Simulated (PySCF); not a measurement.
**C$_{7}$H$_{15}$B (SMILES BC(C)(C)CCC=C): density, localisation and related maps**

Input

```
{"job": {"kind": "nmr", "xc": "PBE0", "basis": "pcSseg-1"}, "charge": 0, "multiplicity": 1}
B     -1.713520     1.240839    -0.876504
C     -1.263590     0.259826     0.254058
C     -2.415498    -0.766060     0.094635
C     -1.310785     0.845633     1.664820
C      0.068324    -0.443289    -0.031676
C      1.281074     0.487094    -0.060323
C      2.538054    -0.212630    -0.467761
C      3.636800    -0.328556     0.279167
H     -2.513221     2.120889    -0.645124
H     -1.359406     1.058671    -2.022181
H     -2.272753    -1.582213     0.824107
H     -3.403853    -0.320466     0.293018
H     -2.435669    -1.225184    -0.907252
H     -2.290292     1.303027     1.872587
H     -1.135650     0.063061     2.424413
H     -0.549880     1.626722     1.813155
H      0.242060    -1.234820     0.721182
H     -0.004700    -0.958995    -1.005766
H      1.429013     0.960122     0.923977
H      1.077303     1.306790    -0.776419
H      2.524978    -0.675937    -1.463657
H      4.519969    -0.863460    -0.079851
H      3.694659     0.112532     1.280385
```

Command:

```sh
OMP_NUM_THREADS=1 python probes_run.py task.json out
```

Geometry: PBE0-D3(BJ)/def2-SVP.

Computed with PySCF 2.14.0, PBE0/pcSseg-1, SCF density, gas phase, non-relativistic.

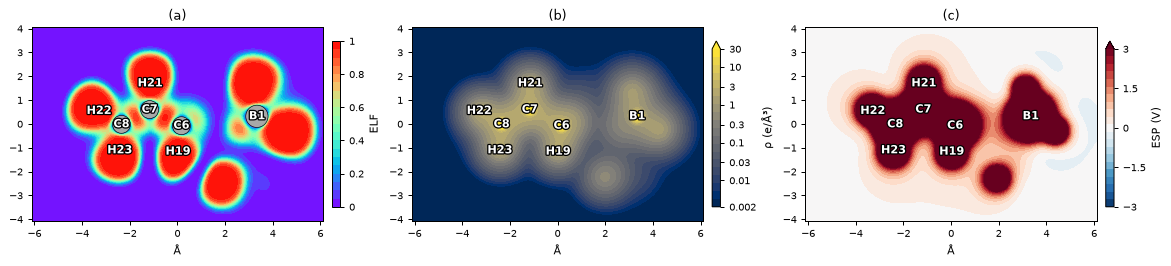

Figure 1. (a) electron localisation function; (b) total electron density; (c) molecular electrostatic potential on the plane of atoms H22, C8 and H23. Grey discs cover the atomic cores in the ELF map.

### Read the bonding off the picture.

- The section cuts through B, C and H sites.
- C–C (1.33 Å): ρ at the midpoint is about 2.3 e/Å³; the ELF peaks at about 0.95 between the atoms; a short, multiple covalent bond.
- C–H (1.09 Å): the density is about 2 e/Å³ at the midpoint; the ELF climbs to about 1 towards the hydrogen, as it does in any bond to H; a covalent bond by its length.
- C–C (1.50 Å): ρ is about 1.7 e/Å³ halfway; the ELF peaks at about 0.95 between the atoms: a covalent bond.
- The potential has no marked negative region in this plane.

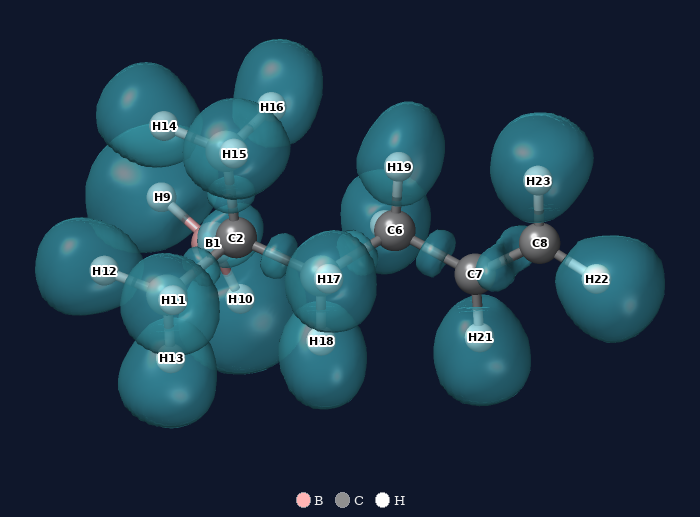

Figure 2. Isosurface of the electron localisation function at 0.85 (cyan), seen at a tilt. Only the valence region is drawn (cores and ρ < 0.01 e/Å³ removed).

### Where are the electrons localised?

At this value the surface marks out one region between bonded B–C atoms (shared pairs), six regions between bonded C–C atoms (shared pairs) and 15 regions around hydrogen nuclei. Along the contacts the grid gives the following. C–B (1.56 Å): the ELF peaks at about 0.95 between the atoms (localised, covalent bonding).

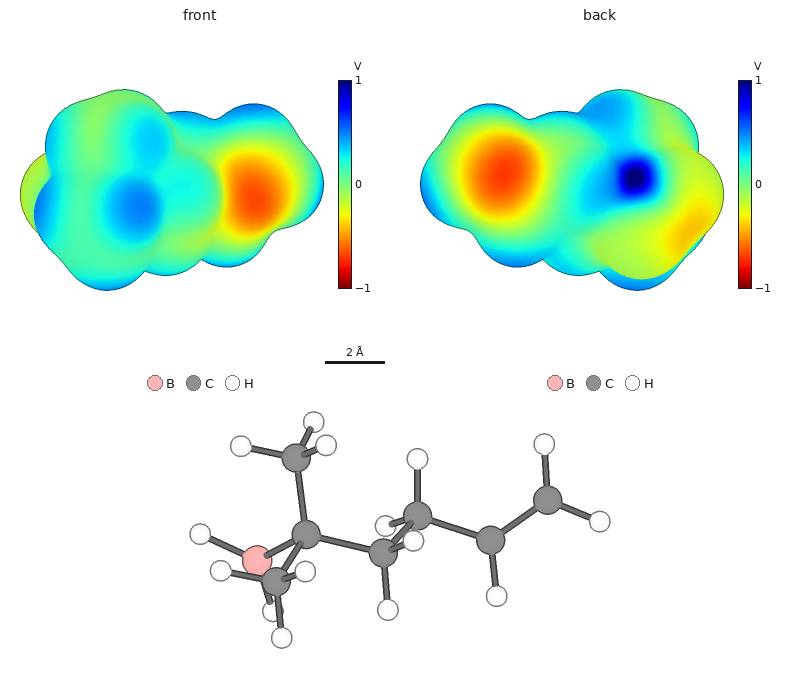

Figure 3. The electrostatic potential painted on the density surface at 0.001 e/bohr³, seen from the front and from behind; the colour scale runs from red (negative) to blue (positive). The bare structure is drawn below in the same view.

### Describe the electrostatic potential map.

The most negative region (about −0.7 V, or −16 kcal/mol for a unit charge) lies over the π face of C7 and C8, the most positive (about +0.9 V, or +21 kcal/mol for a unit charge) over B1.
